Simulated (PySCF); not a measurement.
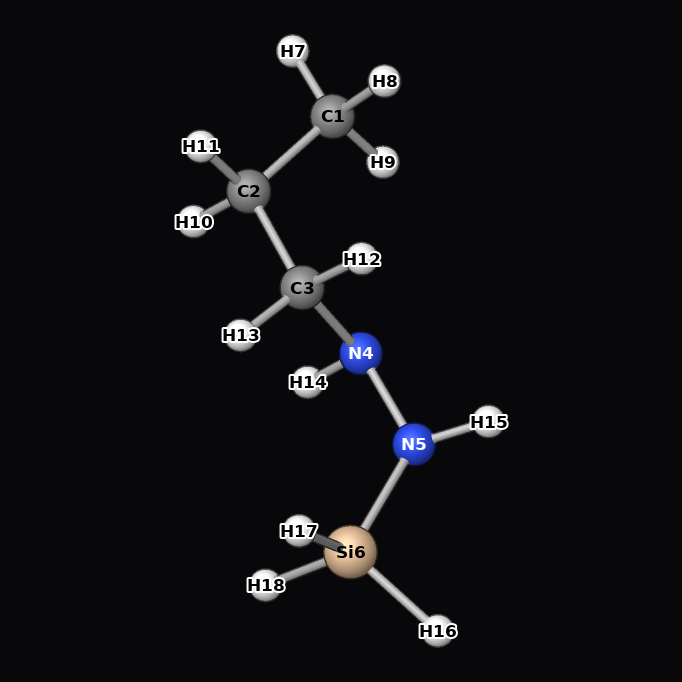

The questions are on isotropic NMR shieldings of the N atoms. The computed structure is the end point of a GFN2-xTB optimisation. No frequency run is at hand to confirm it as a minimum. Level of theory: GIAO PBE0/pcSseg-1 NMR shielding, non-relativistic, gas phase (PySCF 2.14.0).

List the isotropic NMR shieldings of the N atoms.

```
atom  σ (ppm)
  N4    172.1
  N5    198.3
```

The geometry is semi-empirical. Around Si such bond lengths and angles can be off by a tenth of an ångström or more and by several degrees, and values that hang on the shape move with them.
